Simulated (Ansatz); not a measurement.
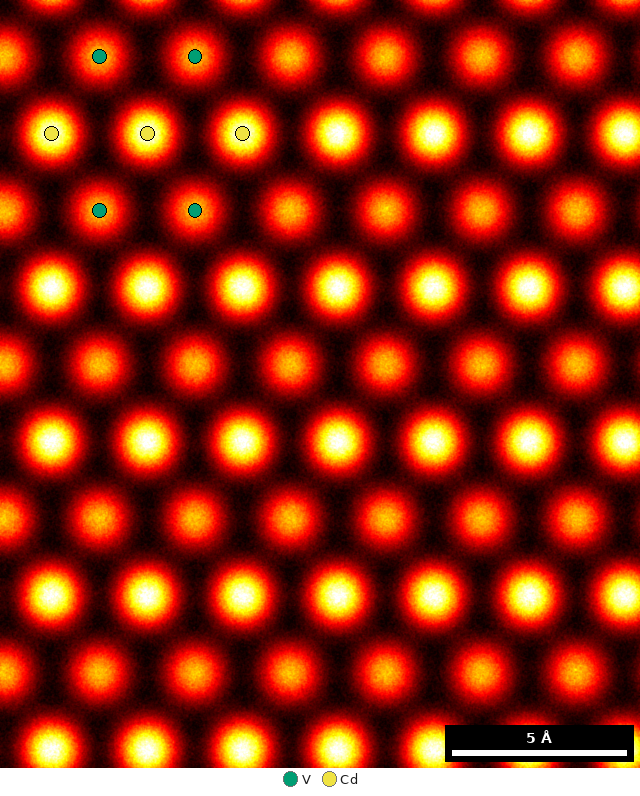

iDPC-like image of VCd (P4/mmm, No. 123) along [100]. Simulated as the projected potential of neutral atoms (B = 0.5 Å²) blurred by a 1.30 Å probe, the thin-sample limit of integrated differential phase contrast. Shot noise was added. Model: coordinates from a relaxation with Ansatz 0.2.0, DFT PBE, scalar-relativistic, plane waves, PAW; the starting structure was generated, so it need not be a known form of this composition.

Coloured dots in one corner mark the columns of the model.

> What can be read from this image?

The columns repeat on a rectangular net of 2.75 × 4.44 Å (plane group p2mm). The brightest columns hold 1 Cd per repeat; in falling brightness follow 1 V (about 65 %). Brightness is counted from the darkest point of the image. The closest visible columns (V and Cd) are 2.61 Å apart in projection. Along the beam the structure repeats every 2.75 Å.

```json
{"column": "Cd", "atoms along the beam per repeat": "1 Cd", "peak brightness": "100 %"}
{"column": "V", "atoms along the beam per repeat": "1 V", "peak brightness": "65 %"}
```
